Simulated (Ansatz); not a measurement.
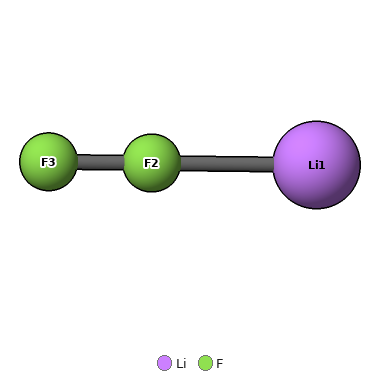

The system is Li⁺ + F₂; the picture shows the reference structure. The first coordinate is: distance Li1–F2; the second: distance F2–F3. Nothing is relaxed (the angle Li1–F2–F3 is fixed at 180 degrees). The scan uses a 17 × 17 grid. Points are written as (first, second). Energies: kcal/mol, counted from Li with charge +1 far from the relaxed FF (each part in its own basis). The reference is spin-restricted, so regions where a bond is pulled apart into radicals lie too high. The calculation used RHF/def2-TZVPD (Ansatz).

Its coordinates:

```xyz
3

Li   -2.0630    0.0000    0.0000
F     0.0000    0.0000    0.0000
F     1.2900    0.0000    0.0000
```

Range: distance Li1–F2 from 1.504 to 3.504 Å; distance F2–F3 from 0.960 to 2.960 Å.

Question: What landscape does the calculation give?

Answer: The lowest grid point is at (2.063 Å, 1.290 Å), −2.1 kcal/mol from Li with charge +1 far from the relaxed FF (each part in its own basis). The highest grid point, (1.504 Å, 0.960 Å), lies 211 kcal/mol above the lowest.

| distance F2–F3 ↓, distance Li1–F2 → | 1.504 | 1.638 | 1.834 | 2.063 | 2.316 | 2.590 | 2.880 | 3.185 | 3.504 |
| --- | --- | --- | --- | --- | --- | --- | --- | --- | --- |
| 2.960 | 163 | 158 | 157 | 160 | 164 | 168 | 171 | 173 | 174 |
| 2.641 | 149 | 143 | 142 | 144 | 148 | 151 | 154 | 155 | 156 |
| 2.336 | 128 | 122 | 120 | 122 | 125 | 127 | 129 | 131 | 132 |
| 2.046 | 99 | 93 | 90 | 91 | 93 | 95 | 97 | 98 | 98 |
| 1.772 | 62 | 55 | 52 | 52 | 53 | 55 | 56 | 56 | 57 |
| 1.519 | 25 | 17 | 13 | 13 | 14 | 14 | 15 | 16 | 16 |
| 1.290 | 10 | 3 | −1 | −2 | −2 | −1 | 0 | 0 | 0 |
| 1.094 | 66 | 59 | 55 | 55 | 56 | 57 | 57 | 58 | 58 |
| 0.960 | 209 | 202 | 199 | 199 | 200 | 202 | 202 | 203 | 204 |

The table holds every second grid line.

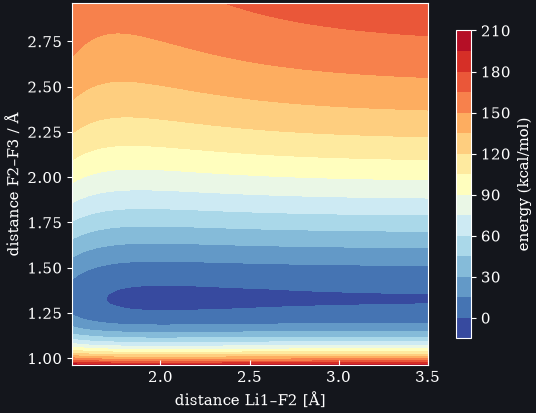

In the figure: filled contours. Between grid points the surface is interpolated.

Time for the 289 points that were run: 2.6 min on 1 thread of Intel(R) Xeon(R) 6975P-C (Granite Rapids) (shared host).
